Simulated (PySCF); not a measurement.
Ge(H)(Vi)(OH)2, SMILES C=[CH][GeH]([OH])[OH] at its PBE0/def2-SVP optimised geometry (Å):

```
11

Ge    -0.7724    -1.0651     0.0000
O     -1.3773     0.6085     0.0000
O      1.0086    -1.0651     0.0000
C     -1.2161    -2.0056    -1.6229
C     -0.2667    -2.4826    -2.4337
H     -1.3421    -1.6344     1.3070
H     -1.1776     1.0651    -0.8249
H      1.3773    -0.6245     0.7726
H     -2.2733    -2.1367    -1.8839
H     -0.5110    -3.0095    -3.3634
H      0.7958    -2.3659    -2.1946
```

Method: PBE0/def2-TZVP run with PySCF.

Map of the log10 of the electron density (e/bohr³), floored at −4 on the plane z = 1.2 Å:

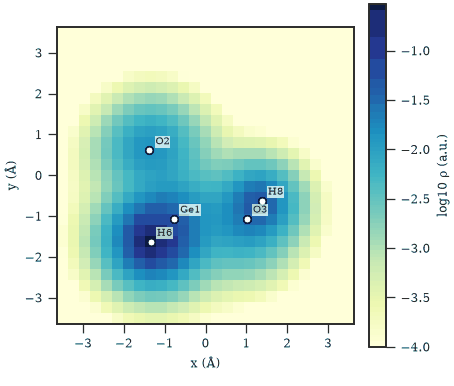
*Log10 of the electron density (e/bohr³), floored at −4 on the plane z = 1.2 Å.*
